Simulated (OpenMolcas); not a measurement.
# Run report: SMg⁺, relativistic diatomic calculation (part 2 of 2)

The same run, continued: SMg⁺. Method: SA-CASSCF(5,7)/XMS-CASPT2 + RASSI spin-orbit (X2C scalar, AMFI), ANO-RCC-VTZP (OpenMolcas).

**Output (extracts), continued**
```
++ Dipole transition strengths (spin-free states):
     for osc. strength at least  1.00000000E-05
      From   To        Osc. strength     Einstein coefficients Ax, Ay, Az (sec-1)    Total A (sec-1)
         1    7       1.21559733E-03  3.28208227E+04  3.25524822E+04  0.00000000E+00  6.53733048E+04
         1    8       1.21559784E-03  3.25525182E+04  3.28208586E+04  0.00000000E+00  6.53733768E+04
         1    9       2.01550884E-01  4.79935226E+07  4.69534785E+07  0.00000000E+00  9.49470011E+07
         1   10       2.01550887E-01  4.69534816E+07  4.79935257E+07  0.00000000E+00  9.49470073E+07
         1    5       5.35396178E-02  0.00000000E+00  0.00000000E+00  5.06226140E+07  5.06226140E+07
         1    6       2.00831658E-01  0.00000000E+00  0.00000000E+00  2.25726671E+08  2.25726671E+08
         7   10       1.29790584E-04  0.00000000E+00  0.00000000E+00  2.68051780E+04  2.68051780E+04
         7    2       1.10029443E-01  2.55576102E+07  2.58005404E+07  0.00000000E+00  5.13581505E+07
         7    3       1.13439845E-01  3.08959557E+07  2.88958528E+07  0.00000000E+00  5.97918085E+07
         7    4       1.13579192E-01  2.90026770E+07  3.10101808E+07  0.00000000E+00  6.00128579E+07
         7    5       7.88666528E-02  2.17285586E+07  2.15142209E+07  0.00000000E+00  4.32427795E+07
         7    6       3.06381567E-02  1.05557153E+07  1.04628715E+07  0.00000000E+00  2.10185868E+07
         8    9       1.29790592E-04  0.00000000E+00  0.00000000E+00  2.68051684E+04  2.68051684E+04
         8    2       1.10029130E-01  2.58004613E+07  2.55575310E+07  0.00000000E+00  5.13579923E+07
         8    3       1.13439323E-01  2.88957099E+07  3.08958104E+07  0.00000000E+00  5.97915203E+07
         8    4       1.13579498E-01  3.10102545E+07  2.90027516E+07  0.00000000E+00  6.00130061E+07
         8    5       7.88671461E-02  2.15143506E+07  2.17286901E+07  0.00000000E+00  4.32430408E+07
         8    6       3.06381763E-02  1.04628762E+07  1.05557199E+07  0.00000000E+00  2.10185962E+07
         9    2       1.46234185E-04  3.78236395E+03  3.86970386E+03  0.00000000E+00  7.65206781E+03
         9    3       1.00730545E-04  3.53182101E+03  3.89602491E+03  0.00000000E+00  7.42784592E+03
         9    4       1.01061699E-04  3.93462699E+03  3.56681278E+03  0.00000000E+00  7.50143976E+03
         9    5       1.64611534E-03  6.80795849E+04  6.65875101E+04  0.00000000E+00  1.34667095E+05
         9    6       1.62006099E-02  1.14432891E+06  1.11951174E+06  0.00000000E+00  2.26384065E+06
        10    2       1.46234432E-04  3.86970977E+03  3.78236986E+03  0.00000000E+00  7.65207963E+03
        10    3       1.00728856E-04  3.89596067E+03  3.53175978E+03  0.00000000E+00  7.42772045E+03
        10    4       1.01061285E-04  3.56679800E+03  3.93461015E+03  0.00000000E+00  7.50140815E+03
        10    5       1.64611769E-03  6.65875992E+04  6.80796725E+04  0.00000000E+00  1.34667272E+05
        10    6       1.62006088E-02  1.11951156E+06  1.14432873E+06  0.00000000E+00  2.26384029E+06
         5    6       1.61518912E-04  0.00000000E+00  0.00000000E+00  1.24491565E+03  1.24491565E+03
 Electric-quadrupole - electric-quadrupole not included
 Electric-dipole - electric-octupole not included
 Electric-dipole - magnetic-quadrupole not included
   Eigenvalues of complex Hamiltonian:
  (Shifted by EMIN (a.u.) =       -598.5809674273)
 SO State       Relative EMIN(au)   Rel lowest level(eV)    D:o, cm**(-1)      Omega
     1            -0.0000228891        0.0000000000              0.0000         0.5
     2            -0.0000228891        0.0000000000              0.0000         0.5
     3            -0.0000100100        0.0003504597              2.8266         1.5
     4            -0.0000100100        0.0003504597              2.8266         1.5
     5             0.0400779996        1.0912007715           8801.1278         2.5
     6             0.0400779996        1.0912007715           8801.1278         2.5
     7             0.0406436824        1.1065937851           8925.2808         1.5
     8             0.0406436824        1.1065937851           8925.2808         1.5
     9             0.0412024012        1.1217972999           9047.9054         0.5
    10             0.0412024012        1.1217972999           9047.9054         0.5
    11             0.0417553366        1.1368434365           9169.2607         0.5
    12             0.0417553366        1.1368434365           9169.2607         0.5
    13             0.1209495356        3.2918273741          26550.3783         0.5
    14             0.1209495356        3.2918273741          26550.3783         0.5
    15             0.1210237950        3.2938480757          26566.6764         0.5
    16             0.1210237950        3.2938480757          26566.6764         0.5
    17             0.1211089403        3.2961649983          26585.3636         1.5
    18             0.1211089403        3.2961649983          26585.3636         1.5
    19             0.1212051267        3.2987823632          26606.4741         2.5
    20             0.1212051267        3.2987823632          26606.4741         2.5
    21             0.1613694780        4.3917100394          35421.5303         1.5
    22             0.1613694780        4.3917100394          35421.5303         1.5
    23             0.1614449925        4.3937648952          35438.1038         0.5
    24             0.1614449925        4.3937648952          35438.1038         0.5
    25             0.1683694101        4.5821878969          36957.8378         3.5
    26             0.1683694101        4.5821878969          36957.8378         3.5
    27             0.1688341201        4.5948332988          37059.8299         2.5
    28             0.1688341201        4.5948332988          37059.8299         2.5
    29             0.1693275677        4.6082606929          37168.1291         1.5
    30             0.1693275677        4.6082606929          37168.1291         1.5
    31             0.1697811130        4.6206022875          37267.6708         0.5
    32             0.1697811130        4.6206022875          37267.6708         0.5
    33             0.1715591877        4.6689861661          37657.9131         0.5
    34             0.1715591877        4.6689861661          37657.9131         0.5
    35             0.1716142666        4.6704849386          37670.0015         1.5
    36             0.1716142666        4.6704849386          37670.0015         1.5
    37             0.1870373247        5.0901677308          41054.9715         0.5
    38             0.1870373247        5.0901677308          41054.9715         0.5
    39             0.1870459085        5.0904013065          41056.8554         1.5
    40             0.1870459085        5.0904013065          41056.8554         1.5
 Weights of the five most important spin-orbit-free states for each spin-orbit state.
 SO State  Total energy (au)           Spin-free states, spin, and weights
    1        -0.000023       1 1.5  0.9994    7 1.5  0.0003    8 1.5  0.0003    2 1.5  0.0000   10 1.5  0.0000
    2        -0.000023       1 1.5  0.9994    7 1.5  0.0003    8 1.5  0.0003    2 1.5  0.0000   10 1.5  0.0000
    3        -0.000010       1 1.5  0.9998    8 1.5  0.0001    7 1.5  0.0001    2 1.5  0.0000   10 1.5  0.0000
    4        -0.000010       1 1.5  0.9998    8 1.5  0.0001    7 1.5  0.0001    2 1.5  0.0000   10 1.5  0.0000
    5         0.040078       7 1.5  0.5000    8 1.5  0.5000    9 1.5  0.0000   10 1.5  0.0000    3 1.5  0.0000
    6         0.040078       7 1.5  0.5000    8 1.5  0.5000    9 1.5  0.0000   10 1.5  0.0000    3 1.5  0.0000
    7         0.040644       7 1.5  0.4999    8 1.5  0.4999    1 1.5  0.0002    5 1.5  0.0000    3 1.5  0.0000
    8         0.040644       7 1.5  0.4999    8 1.5  0.4999    1 1.5  0.0002    5 1.5  0.0000    3 1.5  0.0000
    9         0.041202       8 1.5  0.4999    7 1.5  0.4998    1 1.5  0.0003    5 1.5  0.0000    3 1.5  0.0000
   10         0.041202       8 1.5  0.4999    7 1.5  0.4998    1 1.5  0.0003    5 1.5  0.0000    3 1.5  0.0000
   11         0.041755       8 1.5  0.4999    7 1.5  0.4999    1 1.5  0.0002    5 1.5  0.0000   10 1.5  0.0000
   12         0.041755       8 1.5  0.4999    7 1.5  0.4999    1 1.5  0.0002    5 1.5  0.0000   10 1.5  0.0000
   13         0.120950       9 1.5  0.4999   10 1.5  0.4999    2 1.5  0.0001    5 1.5  0.0000    6 1.5  0.0000
   14         0.120950       9 1.5  0.4999   10 1.5  0.4999    2 1.5  0.0001    5 1.5  0.0000    6 1.5  0.0000
   15         0.121024       9 1.5  0.4998   10 1.5  0.4998    2 1.5  0.0002    3 1.5  0.0001    4 1.5  0.0001
   16         0.121024       9 1.5  0.4998   10 1.5  0.4998    2 1.5  0.0002    3 1.5  0.0001    4 1.5  0.0001
   17         0.121109      10 1.5  0.4998    9 1.5  0.4998    2 1.5  0.0001    3 1.5  0.0001    4 1.5  0.0001
   18         0.121109      10 1.5  0.4998    9 1.5  0.4998    2 1.5  0.0001    3 1.5  0.0001    4 1.5  0.0001
   19         0.121205      10 1.5  0.4999    9 1.5  0.4999    3 1.5  0.0001    4 1.5  0.0001    8 1.5  0.0000
   20         0.121205      10 1.5  0.4999    9 1.5  0.4999    3 1.5  0.0001    4 1.5  0.0001    8 1.5  0.0000
   21         0.161369       2 1.5  0.9930    5 1.5  0.0065    6 1.5  0.0004    9 1.5  0.0001   10 1.5  0.0001
   22         0.161369       2 1.5  0.9930    5 1.5  0.0065    6 1.5  0.0004    9 1.5  0.0001   10 1.5  0.0001
   23         0.161445       2 1.5  0.9989    5 1.5  0.0007    9 1.5  0.0001   10 1.5  0.0001    6 1.5  0.0000
   24         0.161445       2 1.5  0.9989    5 1.5  0.0007    9 1.5  0.0001   10 1.5  0.0001    6 1.5  0.0000
   25         0.168369       3 1.5  0.5559    4 1.5  0.4441   10 1.5  0.0000    9 1.5  0.0000    5 1.5  0.0000
   26         0.168369       3 1.5  0.5559    4 1.5  0.4441   10 1.5  0.0000    9 1.5  0.0000    5 1.5  0.0000
   27         0.168834       3 1.5  0.6597    4 1.5  0.3401   10 1.5  0.0001    9 1.5  0.0001    7 1.5  0.0000
   28         0.168834       3 1.5  0.6597    4 1.5  0.3401   10 1.5  0.0001    9 1.5  0.0001    7 1.5  0.0000
   29         0.169328       4 1.5  0.6597    3 1.5  0.3401   10 1.5  0.0001    9 1.5  0.0001    5 1.5  0.0000
   30         0.169328       4 1.5  0.6597    3 1.5  0.3401   10 1.5  0.0001    9 1.5  0.0001    5 1.5  0.0000
   31         0.169781       4 1.5  0.5558    3 1.5  0.4440   10 1.5  0.0001    9 1.5  0.0001    5 1.5  0.0000
   32         0.169781       4 1.5  0.5558    3 1.5  0.4440   10 1.5  0.0001    9 1.5  0.0001    5 1.5  0.0000
   33         0.171559       5 1.5  0.9991    2 1.5  0.0007    9 1.5  0.0001   10 1.5  0.0001    4 1.5  0.0000
   34         0.171559       5 1.5  0.9991    2 1.5  0.0007    9 1.5  0.0001   10 1.5  0.0001    4 1.5  0.0000
   35         0.171614       5 1.5  0.9935    2 1.5  0.0064    9 1.5  0.0000   10 1.5  0.0000    6 1.5  0.0000
   36         0.171614       5 1.5  0.9935    2 1.5  0.0064    9 1.5  0.0000   10 1.5  0.0000    6 1.5  0.0000
   37         0.187037       6 1.5  0.9999    2 1.5  0.0000    9 1.5  0.0000   10 1.5  0.0000    5 1.5  0.0000
   38         0.187037       6 1.5  0.9999    2 1.5  0.0000    9 1.5  0.0000   10 1.5  0.0000    5 1.5  0.0000
   39         0.187046       6 1.5  0.9995    2 1.5  0.0004    9 1.5  0.0000   10 1.5  0.0000    5 1.5  0.0000
   40         0.187046       6 1.5  0.9995    2 1.5  0.0004    9 1.5  0.0000   10 1.5  0.0000    5 1.5  0.0000
++ Dipole transition strengths (SO states):
        for osc. strength at least   1.00000000E-05
      From   To        Osc. strength     Einstein coefficients Ax, Ay, Az (sec-1)    Total A (sec-1)
         1    7       1.20274783E-03  3.19543976E+04  3.19543909E+04  0.00000000E+00  6.39087885E+04
         1    9       1.23026667E-03  3.35898100E+04  3.35898167E+04  0.00000000E+00  6.71796268E+04
         1   14       1.11297356E-04  2.61660743E+04  2.61660667E+04  0.00000000E+00  5.23321410E+04
         1   15       2.01355450E-01  4.73969320E+07  4.73968969E+07  0.00000000E+00  9.47938289E+07
         1   18       2.01645181E-01  4.75318947E+07  4.75319299E+07  0.00000000E+00  9.50638246E+07
         1   24       1.01811703E-05  0.00000000E+00  0.00000000E+00  8.52866160E+03  8.52866160E+03
         1   34       5.35918681E-02  0.00000000E+00  0.00000000E+00  5.06936567E+07  5.06936567E+07
         1   37       2.00660038E-01  0.00000000E+00  0.00000000E+00  2.25597678E+08  2.25597678E+08
         2    8       1.20274783E-03  3.19543976E+04  3.19543909E+04  0.00000000E+00  6.39087885E+04
         2   10       1.23026667E-03  3.35898100E+04  3.35898167E+04  0.00000000E+00  6.71796268E+04
         2   13       1.11297311E-04  2.61660635E+04  2.61660560E+04  0.00000000E+00  5.23321195E+04
         2   16       2.01355450E-01  4.73969320E+07  4.73968969E+07  0.00000000E+00  9.47938289E+07
         2   17       2.01645181E-01  4.75318947E+07  4.75319299E+07  0.00000000E+00  9.50638246E+07
         2   23       1.01811703E-05  0.00000000E+00  0.00000000E+00  8
```

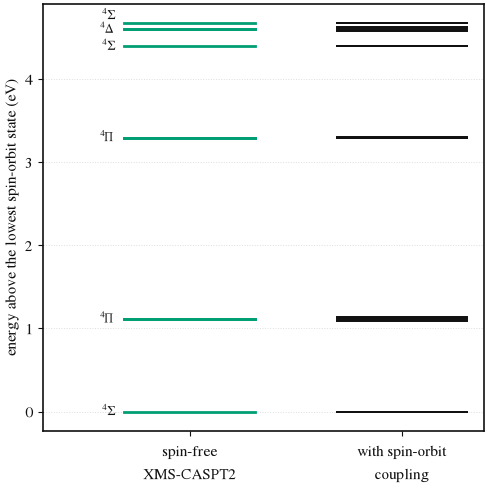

Figure 2. States up to 4.7 eV at 2.247 Å, without spin-orbit coupling (left, a colour for each spin multiplicity) and with it (right, where close levels merge). The spin-free states run ⁴Σ (0.00 eV), ⁴Π (1.11 eV), ⁴Π (3.29 eV), ⁴Σ (4.39 eV), ⁴Δ (4.60 eV), ⁴Σ (4.67 eV) from the lowest. The lowest spin-orbit levels have |Ω| = 1/2 (0 cm⁻¹), 3/2 (3 cm⁻¹), 5/2 (8,801 cm⁻¹), 3/2 (8,925 cm⁻¹), 1/2 (9,048 cm⁻¹).

Outcome of the run: converged; components of a degenerate state are split by 35 cm⁻¹.
